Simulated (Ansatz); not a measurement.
# Molecular dynamics of BClF2 (part 1 of 3)

System: BClF2.
Method: RKS r2SCAN-D4/def2-SVP (Ansatz 0.2.0).

It belongs to a series of runs on one base structure; here: dynamics from the start.

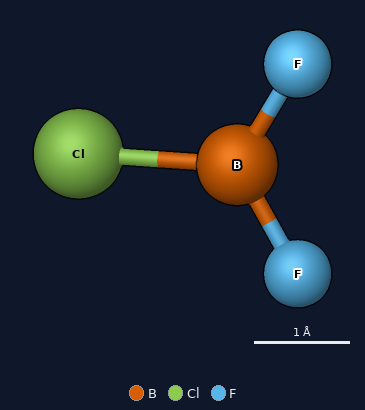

The structure as given in the input (ball-and-stick view, seen at a tilt).

## Results in brief

```tsv
quantity	value
outcome	finished
mean temperature over the second half	1830 K
trajectory	100 steps, 200 fs
ensemble	nvt_nose_hoover
temperature in the input	2000.0 K
time step	2.0 fs
potential energy (last step)	−18624.5900 eV
mean-field energy (last step)	−18624.5756 eV
largest force (length of the vector) (last step)	5.472 eV/Å
hardware	1 thread of AMD EPYC (Zen 3), 32 GiB of memory available, shared host
wall time	3.1 min
peak memory	0.11 GiB
```

## Remarks

So short a trajectory is not equilibrated.

## Input file
```yaml
crystal:
  periodic: [false, false, false]
  atoms:
    - { symbol: B, position_ang: [0.0, 0.0, 0.030655] }
    - { symbol: Cl, position_ang: [0.0, 0.0, 1.777932] }
    - { symbol: F, position_ang: [1.132975, 0.0, -0.634293] }
    - { symbol: F, position_ang: [-1.132975, 0.0, -0.634293] }
basis:
  gaussian: { orbitals: def2-SVP }
hamiltonian:
  xc: r2scan
  dispersion: d4
md:
  timestep: 2.0
  n_steps: 100
  ensemble: nvt_nose_hoover
  temperature: 2000.0
  initial_velocities: maxwell_boltzmann
  seed: 306831
  nose_hoover: { tau: 100.0, chain_length: 1 }
  temperature_schedule:
    - { n_steps: 25, end_temperature: 2000.0 }
    - { n_steps: 75, end_temperature: 4000.0 }
```

Command:
```bash
ansatz run input.yaml --threads 1 --pin off --max-ram 2048MiB --backend cpu --events-out ev --progress --plain --runs-dir out
```

## What the program printed
```
Engine: ansatz 0.2.0, x86_64-unknown-linux-gnu
Functional definition: r2SCAN
  parameter k0 = 0.174
  parameter k1 = 0.065
  parameter a1 = 4.9479
  exchange = r2scan_x(k0 = k0, k1 = k1, a1 = a1)
  correlation = r2scan_c
645 factors; their error is unknown
mean field evaluation 1: about -18623.3621 eV, gradient 3.4e1 eV
mean field evaluation 2: about -18620.7870 eV, gradient 5.3e1 eV
mean field evaluation 4: about -18624.9815 eV, gradient 3.9e-1 eV
mean field evaluation 8: about -18624.9513 eV, gradient 4.0e-2 eV
mean field -18624.95135224 eV, -684.4543377493 hartree, gradient 1.0e-5 eV, S^2 0.000000; 0 other end points of the search recorded, 0 dependent functions left out
the calculation of the forces begins
reference -18624.95135860 eV, -684.4543379831 hartree; 20, 20 occupied and 40, 40 virtual orbitals, 645 factors
md step     0: t =     0.00 fs  T =  2000.0 K (target 2000.0 K)  F+E_penalty+E_count = -18624.96567850 eV  E_kin = 0.517040 eV  conserved = -18624.44863850 eV  (25 SCF iters)
these checks for a lower state are left out or cut short: starts, cluster_reference, orbital_swaps, neighbouring_geometries, increment
645 factors; their error is unknown
mean field evaluation 16: about -18624.9065 eV, gradient 3.6e0 eV
mean field -18624.90904231 eV, -684.4527828881 hartree, gradient 1.1e-5 eV, S^2 0.000000; 0 other end points of the search recorded, 0 dependent functions left out
the calculation of the forces begins
reference -18624.90904872 eV, -684.4527831237 hartree; 20, 20 occupied and 40, 40 virtual orbitals, 645 factors
md step     1: t =     2.00 fs  T =  1846.5 K (target 2000.0 K)  F+E_penalty+E_count = -18624.92336852 eV  E_kin = 0.477356 eV  conserved = -18624.44601612 eV  (27 SCF iters)
[... from here on the SCF iterations and repeated set-up lines of each step are left out, up to the last step ...]
md step     2: t =     4.00 fs  T =  1507.1 K (target 2000.0 K)  F+E_penalty+E_count = -18624.83106412 eV  E_kin = 0.389607 eV  conserved = -18624.44149313 eV  (29 SCF iters)
md step     3: t =     6.00 fs  T =  1221.0 K (target 2000.0 K)  F+E_penalty+E_count = -18624.75482089 eV  E_kin = 0.315663 eV  conserved = -18624.43928780 eV  (28 SCF iters)
md step     4: t =     8.00 fs  T =  1111.4 K (target 2000.0 K)  F+E_penalty+E_count = -18624.72780281 eV  E_kin = 0.287323 eV  conserved = -18624.44078227 eV  (28 SCF iters)
md step     5: t =    10.00 fs  T =  1108.4 K (target 2000.0 K)  F+E_penalty+E_count = -18624.72925855 eV  E_kin = 0.286548 eV  conserved = -18624.44327837 eV  (29 SCF iters)
md step     6: t =    12.00 fs  T =  1071.8 K (target 2000.0 K)  F+E_penalty+E_count = -18624.72071541 eV  E_kin = 0.277082 eV  conserved = -18624.44456301 eV  (28 SCF iters)
md step     7: t =    14.00 fs  T =   919.8 K (target 2000.0 K)  F+E_penalty+E_count = -18624.68065176 eV  E_kin = 0.237795 eV  conserved = -18624.44421161 eV  (27 SCF iters)
md step     8: t =    16.00 fs  T =   667.0 K (target 2000.0 K)  F+E_penalty+E_count = -18624.61327121 eV  E_kin = 0.172435 eV  conserved = -18624.44261825 eV  (29 SCF iters)
md step     9: t =    18.00 fs  T =   402.9 K (target 2000.0 K)  F+E_penalty+E_count = -18624.54265261 eV  E_kin = 0.104145 eV  conserved = -18624.44064807 eV  (29 SCF iters)
md step    10: t =    20.00 fs  T =   239.8 K (target 2000.0 K)  F+E_penalty+E_count = -18624.49899147 eV  E_kin = 0.061988 eV  conserved = -18624.43941168 eV  (29 SCF iters)
md step    11: t =    22.00 fs  T =   248.0 K (target 2000.0 K)  F+E_penalty+E_count = -18624.50119273 eV  E_kin = 0.064103 eV  conserved = -18624.43974841 eV  (29 SCF iters)
md step    12: t =    24.00 fs  T =   407.5 K (target 2000.0 K)  F+E_penalty+E_count = -18624.54396436 eV  E_kin = 0.105335 eV  conserved = -18624.44168556 eV  (29 SCF iters)
md step    13: t =    26.00 fs  T =   611.2 K (target 2000.0 K)  F+E_penalty+E_count = -18624.59825791 eV  E_kin = 0.157996 eV  conserved = -18624.44401827 eV  (30 SCF iters)
md step    14: t =    28.00 fs  T =   735.1 K (target 2000.0 K)  F+E_penalty+E_count = -18624.63021500 eV  E_kin = 0.190035 eV  conserved = -18624.44495600 eV  (29 SCF iters)
md step    15: t =    30.00 fs  T =   731.7 K (target 2000.0 K)  F+E_penalty+E_count = -18624.62725551 eV  E_kin = 0.189147 eV  conserved = -18624.44409036 eV  (29 SCF iters)
md step    16: t =    32.00 fs  T =   654.2 K (target 2000.0 K)  F+E_penalty+E_count = -18624.60428544 eV  E_kin = 0.169133 eV  conserved = -18624.44236423 eV  (29 SCF iters)
md step    17: t =    34.00 fs  T =   619.6 K (target 2000.0 K)  F+E_penalty+E_count = -18624.59168958 eV  E_kin = 0.160188 eV  conserved = -18624.43993194 eV  (26 SCF iters)
md step    18: t =    36.00 fs  T =   766.7 K (target 2000.0 K)  F+E_penalty+E_count = -18624.62748287 eV  E_kin = 0.198203 eV  conserved = -18624.43913778 eV  (29 SCF iters)
md step    19: t =    38.00 fs  T =  1117.0 K (target 2000.0 K)  F+E_penalty+E_count = -18624.72002647 eV  E_kin = 0.288768 eV  conserved = -18624.44317355 eV  (28 SCF iters)
md step    20: t =    40.00 fs  T =  1462.0 K (target 2000.0 K)  F+E_penalty+E_count = -18624.81049737 eV  E_kin = 0.377948 eV  conserved = -18624.44739698 eV  (28 SCF iters)
md step    21: t =    42.00 fs  T =  1580.2 K (target 2000.0 K)  F+E_penalty+E_count = -18624.83649347 eV  E_kin = 0.408520 eV  conserved = -18624.44636618 eV  (28 SCF iters)
md step    22: t =    44.00 fs  T =  1506.4 K (target 2000.0 K)  F+E_penalty+E_count = -18624.80938230 eV  E_kin = 0.389437 eV  conserved = -18624.44200476 eV  (27 SCF iters)
md step    23: t =    46.00 fs  T =  1458.4 K (target 2000.0 K)  F+E_penalty+E_count = -18624.79089791 eV  E_kin = 0.377019 eV  conserved = -18624.43953704 eV  (28 SCF iters)
md step    24: t =    48.00 fs  T =  1571.3 K (target 2000.0 K)  F+E_penalty+E_count = -18624.81783517 eV  E_kin = 0.406204 eV  conserved = -18624.44104790 eV  (28 SCF iters)
md step    25: t =    50.00 fs  T =  1774.4 K (target 2000.0 K)  F+E_penalty+E_count = -18624.86918290 eV  E_kin = 0.458707 eV  conserved = -18624.44411549 eV  (28 SCF iters)
md step    26: t =    52.00 fs  T =  1896.8 K (target 2013.3 K)  F+E_penalty+E_count = -18624.89789172 eV  E_kin = 0.490361 eV  conserved = -18624.44584883 eV  (28 SCF iters)
md step    27: t =    54.00 fs  T =  1821.0 K (target 2040.0 K)  F+E_penalty+E_count = -18624.87343200 eV  E_kin = 0.470766 eV  conserved = -18624.44575226 eV  (28 SCF iters)
md step    28: t =    56.00 fs  T =  1533.7 K (target 2066.7 K)  F+E_penalty+E_count = -18624.79334633 eV  E_kin = 0.396500 eV  conserved = -18624.44427894 eV  (28 SCF iters)
md step    29: t =    58.00 fs  T =  1118.8 K (target 2093.3 K)  F+E_penalty+E_count = -18624.67962713 eV  E_kin = 0.289233 eV  conserved = -18624.44133401 eV  (28 SCF iters)
md step    30: t =    60.00 fs  T =   743.8 K (target 2120.0 K)  F+E_penalty+E_count = -18624.57713218 eV  E_kin = 0.192281 eV  conserved = -18624.43834241 eV  (28 SCF iters)
md step    31: t =    62.00 fs  T =   570.1 K (target 2146.7 K)  F+E_penalty+E_count = -18624.53018184 eV  E_kin = 0.147371 eV  conserved = -18624.43818768 eV  (28 SCF iters)
md step    32: t =    64.00 fs  T =   610.4 K (target 2173.3 K)  F+E_penalty+E_count = -18624.54151474 eV  E_kin = 0.157811 eV  conserved = -18624.44086712 eV  (29 SCF iters)
md step    33: t =    66.00 fs  T =   724.9 K (target 2200.0 K)  F+E_penalty+E_count = -18624.57147015 eV  E_kin = 0.187391 eV  conserved = -18624.44336282 eV  (28 SCF iters)
md step    34: t =    68.00 fs  T =   767.1 K (target 2226.7 K)  F+E_penalty+E_count = -18624.58045836 eV  E_kin = 0.198310 eV  conserved = -18624.44390327 eV  (28 SCF iters)
md step    35: t =    70.00 fs  T =   693.4 K (target 2253.3 K)  F+E_penalty+E_count = -18624.55775642 eV  E_kin = 0.179257 eV  conserved = -18624.44277314 eV  (28 SCF iters)
md step    36: t =    72.00 fs  T =   565.2 K (target 2280.0 K)  F+E_penalty+E_count = -18624.52028209 eV  E_kin = 0.146107 eV  conserved = -18624.44070991 eV  (25 SCF iters)
md step    37: t =    74.00 fs  T =   503.5 K (target 2306.7 K)  F+E_penalty+E_count = -18624.50040217 eV  E_kin = 0.130162 eV  conserved = -18624.43877782 eV  (25 SCF iters)
md step    38: t =    76.00 fs  T =   618.9 K (target 2333.3 K)  F+E_penalty+E_count = -18624.52782482 eV  E_kin = 0.160006 eV  conserved = -18624.43855129 eV  (28 SCF iters)
md step    39: t =    78.00 fs  T =   919.8 K (target 2360.0 K)  F+E_penalty+E_count = -18624.60509306 eV  E_kin = 0.237792 eV  conserved = -18624.44115987 eV  (26 SCF iters)
md step    40: t =    80.00 fs  T =  1257.2 K (target 2386.7 K)  F+E_penalty+E_count = -18624.69208578 eV  E_kin = 0.325004 eV  conserved = -18624.44549908 eV  (28 SCF iters)
md step    41: t =    82.00 fs  T =  1400.8 K (target 2413.3 K)  F+E_penalty+E_count = -18624.72555079 eV  E_kin = 0.362140 eV  conserved = -18624.44752655 eV  (28 SCF iters)
md step    42: t =    84.00 fs  T =  1263.3 K (target 2440.0 K)  F+E_penalty+E_count = -18624.68020527 eV  E_kin = 0.326580 eV  conserved = -18624.44357087 eV  (28 SCF iters)
md step    43: t =    86.00 fs  T =  1066.3 K (target 2466.7 K)  F+E_penalty+E_count = -18624.61767236 eV  E_kin = 0.275667 eV  conserved = -18624.43716672 eV  (28 SCF iters)
md step    44: t =    88.00 fs  T =  1135.5 K (target 2493.3 K)  F+E_penalty+E_count = -18624.63018610 eV  E_kin = 0.293549 eV  conserved = -18624.43685552 eV  (28 SCF iters)
md step    45: t =    90.00 fs  T =  1502.2 K (target 2520.0 K)  F+E_penalty+E_count = -18624.72401271 eV  E_kin = 0.388344 eV  conserved = -18624.44209123 eV  (28 SCF iters)
md step    46: t =    92.00 fs  T =  1895.6 K (target 2546.7 K)  F+E_penalty+E_count = -18624.82177335 eV  E_kin = 0.490057 eV  conserved = -18624.44627072 eV  (28 SCF iters)
md step    47: t =    94.00 fs  T =  2059.2 K (target 2573.3 K)  F+E_penalty+E_count = -18624.85451256 eV  E_kin = 0.532336 eV  conserved = -18624.44630779 eV  (28 SCF iters)
md step    48: t =    96.00 fs  T =  1954.2 K (target 2600.0 K)  F+E_penalty+E_count = -18624.81427537 eV  E_kin = 0.505207 eV  conserved = -18624.44300979 eV  (28 SCF iters)
md step    49: t =    98.00 fs  T =  1735.8 K (target 2626.7 K)  F+E_penalty+E_count = -18624.74525579 eV  E_kin = 0.448739 eV  conserved = -18624.43957679 eV  (28 SCF iters)
md step    50: t =   100.00 fs  T =  1586.7 K (target 2653.3 K)  F+E_penalty+E_count = -18624.69734937 eV  E_kin = 0.410197 eV  conserved = -18624.43853841 eV  (28 SCF iters)
md step    51: t =   102.00 fs  T =  1572.1 K (target 2680.0 K)  F+E_penalty+E_count = -18624.68689868 eV  E_kin = 0.406429 eV  conserved = -18624.43990223 eV  (29 SCF iters)
md step    52: t =   104.00 fs  T =  1621.0 K (target 2706.7 K)  F+E_penalty+E_count = -18624.69337371 eV  E_kin = 0.419055 eV  conserved = -18624.44201981 eV  (30 SCF iters)
md step    53: t =   106.00 fs  T =  1608.1 K (target 2733.3 K)  F+E_penalty+E_count = -18624.68274563 eV  E_kin = 0.415721 eV  conserved = -18624.44322481 eV  (30 SCF iters)
md step    54: t =   108.00 fs  T =  1452.3 K (target 2760.0 K)  F+E_penalty+E_count = -18624.63376374 eV  E_kin = 0.375452 eV  conserved = -18624.44270021 eV  (25 SCF iters)
md step    55: t =   110.00 fs  T =  1167.9 K (target 2786.7 K)  F+E_penalty+E_count = -18624.55135936 eV  E_kin = 0.301927 eV  conserved = -18624.44096141 eV  (27 SCF iters)
md step    56: t =   112.00 fs  T =   840.9 K (target 2813.3 K)  F+E_penalty+E_count = -18624.45958430 eV  E_kin = 0.217383 eV  conserved = -18624.43932555 eV  (27 SCF iters)
md step    57: t =   114.00 fs  T =   569.0 K (target 2840.0 K)  F+E_penalty+E_count = -18624.38381772 eV  E_kin = 0.147091 eV  conserved = -18624.43787977 eV  (26 SCF iters)
md step    58: t =   116.00 fs  T =   449.4 K (target 2866.7 K)  F+E_penalty+E_count = -18624.34828161 eV  E_kin = 0.116169 eV  conserved = -18624.43625887 eV  (26 SCF iters)
md step    59: t =   118.00 fs  T =   570.0 K (target 2893.3 K)  F+E_penalty+E_count = -18624.37677282 eV  E_kin = 0.147353 eV  conserved = -18624.43665142 eV  (28 SCF iters)
md step    60: t =   120.00 fs  T =   900.7 K (target 2920.0 K)  F+E_penalty+E_count = -18624.46152321 eV  E_kin = 0.232853 eV  conserved = -18624.44047354 eV  (29 SCF iters)
md step    61: t =   122.00 fs  T =  1236.0 K (target 2946.7 K)  F+E_penalty+E_count = -18624.54547011 eV  E_kin = 0.319531 eV  conserved = -18624.44453690 eV  (28 SCF iters)
md step    62: t =   124.00 fs  T =  1348.9 K (target 2973.3 K)  F+E_penalty+E_count = -18624.56707426 eV  E_kin = 0.348723 eV  conserved = -18624.44532703 eV  (28 SCF iters)
md step    63: t =   126.00 fs  T =  1186.0 K (target 3000.0 K)  F+E_penalty+E_count = -18624.51356149 eV  E_kin = 0.306603 eV  conserved = -18624.44229814 eV  (27 SCF iters)
md step    64: t =   128.00 fs  T =   921.2 K (target 3026.7 K)  F+E_penalty+E_count = -18624.43279715 eV  E_kin = 0.238156 eV  conserved = -18624.43706749 eV  (28 SCF iters)
md step    65: t =   130.00 fs  T =   853.9 K (target 3053.3 K)  F+E_penalty+E_count = -18624.40587379 eV  E_kin = 0.220752 eV  conserved = -18624.43364345 eV  (26 SCF iters)
md step    66: t =   132.00 fs  T =  1172.5 K (target 3080.0 K)  F+E_penalty+E_count = -18624.48375114 eV  E_kin = 0.303107 eV  conserved = -18624.43627004 eV  (26 SCF iters)
md step    67: t =   134.00 fs  T =  1737.1 K (target 3106.7 K)  F+E_penalty+E_count = -18624.62664180 eV  E_kin = 0.449069 eV  conserved = -18624.44357867 eV  (26 SCF iters)
md step    68: t =   136.00 fs  T =  2155.9 K (target 3133.3 K)  F+E_penalty+E_count = -18624.72586760 eV  E_kin = 0.557334 eV  conserved = -18624.44861170 eV  (27 SCF iters)
md step    69: t =   138.00 fs  T =  2147.5 K (target 3160.0 K)  F+E_penalty+E_count = -18624.70560570 eV  E_kin = 0.555181 eV  conserved = -18624.44621407 eV  (27 SCF iters)
md step    70: t =   140.00 fs  T =  1855.9 K (target 3186.7 K)  F+E_penalty+E_count = -18624.60527277 eV  E_kin = 0.479784 eV  conserved = -18624.43603678 eV  (27 SCF iters)
md step    71: t =   142.00 fs  T =  1829.9 K (target 3213.3 K)  F+E_penalty+E_count = -18624.57788188 eV  E_kin = 0.473067 eV  conserved = -18624.42910288 eV  (27 SCF iters)
md step    72: t =   144.00 fs  T =  2395.2 K (target 3240.0 K)  F+E_penalty+E_count = -18624.71774029 eV  E_kin = 0.619204 eV  conserved = -18624.43874360 eV  (28 SCF iters)
md step    73: t =   146.00 fs  T =  3100.4 K (target 3266.7 K)  F+E_penalty+E_count = -18624.88999418 eV  E_kin = 0.801517 eV  conserved = -18624.44953434 eV  (24 SCF iters)
md step    74: t =   148.00 fs  T =  3324.4 K (target 3293.3 K)  F+E_penalty+E_count = -18624.92276183 eV  E_kin = 0.859416 eV  conserved = -18624.44884119 eV  (28 SCF iters)
md step    75: t =   150.00 fs  T =  2963.3 K (target 3320.0 K)  F+E_penalty+E_count = -18624.79870426 eV  E_kin = 0.766069 eV  conserved = -18624.44207324 eV  (29 SCF iters)
md step    76: t =   152.00 fs  T =  2310.4 K (target 3346.7 K)  F+E_penalty+E_count = -18624.60336695 eV  E_kin = 0.597284 eV  conserved = -18624.43567535 eV  (28 SCF iters)
md step    77: t =   154.00 fs  T =  1708.3 K (target 3373.3 K)  F+E_penalty+E_count = -18624.42900359 eV  E_kin = 0.441628 eV  conserved = -18624.43245362 eV  (28 SCF iters)
md step    78: t =   156.00 fs  T =  1355.9 K (target 3400.0 K)  F+E_penalty+E_count = -18624.32593477 eV  E_kin = 0.350524 eV  conserved = -18624.43244821 eV  (26 SCF iters)
md step    79: t =   158.00 fs  T =  1273.8 K (target 3426.7 K)  F+E_penalty+E_count = -18624.29612814 eV  E_kin = 0.329307 eV  conserved = -18624.43427864 eV  (28 SCF iters)
md step    80: t =   160.00 fs  T =  1362.3 K (target 3453.3 K)  F+E_penalty+E_count = -18624.31073210 eV  E_kin = 0.352184 eV  conserved = -18624.43661925 eV  (29 SCF iters)
md step    81: t =   162.00 fs  T =  1473.4 K (target 3480.0 K)  F+E_penalty+E_count = -18624.33011128 eV  E_kin = 0.380914 eV  conserved = -18624.43886364 eV  (29 SCF iters)
md step    82: t =   164.00 fs  T =  1460.5 K (target 3506.7 K)  F+E_penalty+E_count = -18624.31611265 eV  E_kin = 0.377562 eV  conserved = -18624.44039234 eV  (28 SCF iters)
md step    83: t =   166.00 fs  T =  1235.9 K (target 3533.3 K)  F+E_penalty+E_count = -18624.24577105 eV  E_kin = 0.319502 eV  conserved = -18624.43946933 eV  (29 SCF iters)
md step    84: t =   168.00 fs  T =   869.3 K (target 3560.0 K)  F+E_penalty+E_count = -18624.13738473 eV  E_kin = 0.224729 eV  conserved = -18624.43486988 eV  (26 SCF iters)
md step    85: t =   170.00 fs  T =   622.0 K (target 3586.7 K)  F+E_penalty+E_count = -18624.06228673 eV  E_kin = 0.160792 eV  conserved = -18624.43020928 eV  (26 SCF iters)
md step    86: t =   172.00 fs  T =   754.4 K (target 3613.3 K)  F+E_penalty+E_count = -18624.09048627 eV  E_kin = 0.195015 eV  conserved = -18624.43029539 eV  (28 SCF iters)
md step    87: t =   174.00 fs  T =  1290.4 K (target 3640.0 K)  F+E_penalty+E_count = -18624.22365837 eV  E_kin = 0.333590 eV  conserved = -18624.43412612 eV  (27 SCF iters)
md step    88: t =   176.00 fs  T =  2000.9 K (target 3666.7 K)  F+E_penalty+E_count = -18624.39929849 eV  E_kin = 0.517279 eV  conserved = -18624.44115783 eV  (29 SCF iters)
md step    89: t =   178.00 fs  T =  2474.4 K (target 3693.3 K)  F+E_penalty+E_count = -18624.50731785 eV  E_kin = 0.639679 eV  conserved = -18624.44750915 eV  (28 SCF iters)
md step    90: t =   180.00 fs  T =  2366.3 K (target 3720.0 K)  F+E_penalty+E_count = -18624.45457576 eV  E_kin = 0.611730 eV  conserved = -18624.44533683 eV  (28 SCF iters)
md step    91: t =   182.00 fs  T =  1791.7 K (target 3746.7 K)  F+E_penalty+E_count = -18624.27518321 eV  E_kin = 0.463190 eV  conserved = -18624.43409396 eV  (25 SCF iters)
md step    92: t =   184.00 fs  T =  1363.9 K (target 3773.3 K)  F+E_penalty+E_count = -18624.13831794 eV  E_kin = 0.352600 eV  conserved = -18624.42286736 eV  (28 SCF iters)
md step    93: t =   186.00 fs  T =  1698.0 K (target 3800.0 K)  F+E_penalty+E_count = -18624.21085481 eV  E_kin = 0.438954 eV  conserved = -18624.42382568 eV  (28 SCF iters)
md step    94: t =   188.00 fs  T =  2764.3 K (target 3826.7 K)  F+E_penalty+E_count = -18624.47887226 eV  E_kin = 0.714634 eV  conserved = -18624.43791832 eV  (28 SCF iters)
md step    95: t =   190.00 fs  T =  3823.1 K (target 3853.3 K)  F+E_penalty+E_count = -18624.73300367 eV  E_kin = 0.988355 eV  conserved = -18624.45064824 eV  (28 SCF iters)
md step    96: t =   192.00 fs  T =  4155.1 K (target 3880.0 K)  F+E_penalty+E_count = -18624.77689205 eV  E_kin = 1.074167 eV  conserved = -18624.44793552 eV  (28 SCF iters)
md step    97: t =   194.00 fs  T =  3790.0 K (target 3906.7 K)  F+E_penalty+E_count = -18624.63057029 eV  E_kin = 0.979782 eV  conserved = -18624.43504389 eV  (29 SCF iters)
md step    98: t =   196.00 fs  T =  3357.1 K (target 3933.3 K)  F+E_penalty+E_count = -18624.47357039 eV  E_kin = 0.867883 eV  conserved = -18624.42509502 eV  (28 SCF iters)
md step    99: t =   198.00 fs  T =  3439.6 K (target 3960.0 K)  F+E_penalty+E_count = -18624.46137905 eV  E_kin = 0.889218 eV  conserved = -18624.42506914 eV  (26 SCF iters)
these checks for a lower state are left out or cut short: starts, cluster_reference, orbital_swaps, neighbouring_geometries, increment
645 factors; their error is unknown
mean field -18624.57562915 eV, -684.4405301806 hartree, gradient 8.6e-6 eV, S^2 0.000000; 0 other end points of the search recorded, 0 dependent functions left out
the calculation of the forces begins
reference -18624.57563561 eV, -684.4405304178 hartree; 20, 20 occupied and 40, 40 virtual orbitals, 645 factors
645 factors; their error is unknown
mean field -18624.57562915 eV, -684.4405301806 hartree, gradient 8.5e-6 eV, S^2 0.000000; 1 other end points of the search recorded, 0 dependent functions left out
the calculation of the forces begins
reference -18624.57563561 eV, -684.4405304178 hartree; 20, 20 occupied and 40, 40 virtual orbitals, 645 factors
md step   100: t =   200.00 fs  T =  4029.6 K (target 3986.7 K)  F+E_penalty+E_count = -18624.58996792 eV  E_kin = 1.041720 eV  conserved = -18624.43804005 eV  (25 SCF iters)
```
